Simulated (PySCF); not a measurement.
**C5H9BS (SMILES C#CB(CC)SC): density, localisation and related maps**

Input file:

```
{"job": {"kind": "nmr", "xc": "PBE0", "basis": "pcSseg-1"}, "charge": 0, "multiplicity": 1}
C     -1.080712     3.015907     0.271398
C     -0.476034     1.979081     0.164203
B      0.274422     0.679911     0.033598
C     -0.482893    -0.715410    -0.024756
C     -2.008047    -0.619372     0.045541
S      2.049846     0.804789    -0.047344
C      2.619294    -0.924749    -0.192951
H     -1.608820     3.920411     0.364190
H     -0.213434    -1.247158    -0.944222
H     -0.139401    -1.357406     0.794424
H     -2.391439    -0.031234    -0.784952
H     -2.316507    -0.135474     0.969171
H     -2.461291    -1.608573     0.005377
H      2.305137    -1.491322     0.677911
H      2.219636    -1.367895    -1.099426
H      3.702645    -0.892564    -0.243572
```

Launched as:

```sh
OMP_NUM_THREADS=1 python probes_run.py task.json out
```

Geometry: GFN2-xTB.

The calculation used PBE0/pcSseg-1, SCF density, gas phase, non-relativistic (PySCF 2.14.0).

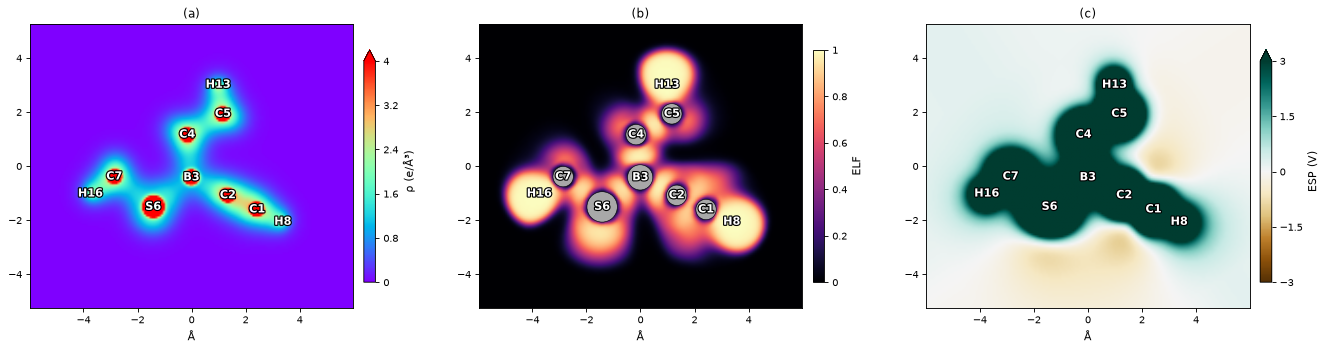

Figure 1. (a) electron density; (b) ELF; (c) electrostatic potential on the plane of atoms C2, B3 and C4. Grey discs cover the atomic cores in the ELF map.

**What does the map show?**

- The section cuts through C, B, S and H sites.
- C–C (1.21 Å): the density is about 2.8 e/Å³ at the midpoint; the ELF peaks at about 0.85 between the atoms (a short, multiple covalent bond).
- C–B (1.51 Å): ρ is about 1.5 e/Å³ halfway; the ELF peaks at about 0.95 between the atoms, as expected for a covalent bond.
- B–S (1.78 Å): ρ at the midpoint is about 1.3 e/Å³; the ELF peaks at about 0.95 between the atoms (localised, covalent bonding).
- C–S (1.83 Å): ρ is about 1.2 e/Å³ halfway; the ELF peaks at about 0.90 between the atoms, as expected for localised, covalent bonding.
- C–H (1.05 Å): the density is about 2.2 e/Å³ at the midpoint; the ELF climbs to about 1 towards the hydrogen, as it does in any bond to H: a covalent bond by its length.
- The ELF also peaks beside S6, away from the bonds: lone-pair regions.
- Outside the dense part of the molecule the potential is most negative (−1.0 V) near C1.

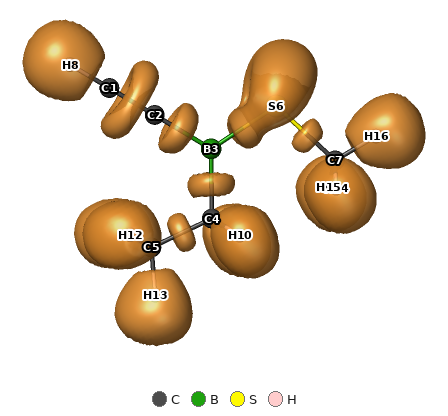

Figure 2. Isosurface of the ELF at 0.8 (orange), seen across its widest extent. Core shells and regions of very low density are left out.

**What do the ELF domains correspond to?**

At this value the surface marks out two regions between bonded B–C atoms (shared pairs), two regions between bonded C–C atoms (shared pairs), one region between bonded C–S atoms (shared pairs), nine regions around hydrogen nuclei and one region on S in which the atom's valence shell and bonds are merged.

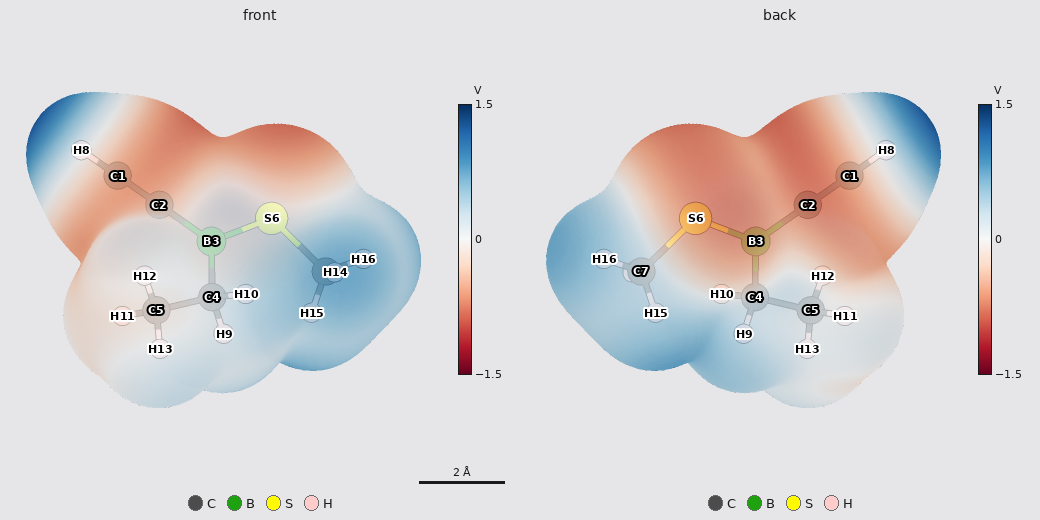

Figure 3. The molecular electrostatic potential painted on the density surface at 0.001 e/bohr³, seen from the front and from behind; red is negative and blue positive.

**Which sites attract a positive test charge, and which a negative one?**

A positive charge is drawn to the negative regions and a negative charge to the positive ones. The most negative region (about −0.9 V) lies over C1, C2 and S6, the most positive (about +1.2 V) over H8.

**What dipole moment does the calculation give?**

Its dipole moment is 1.45 D.
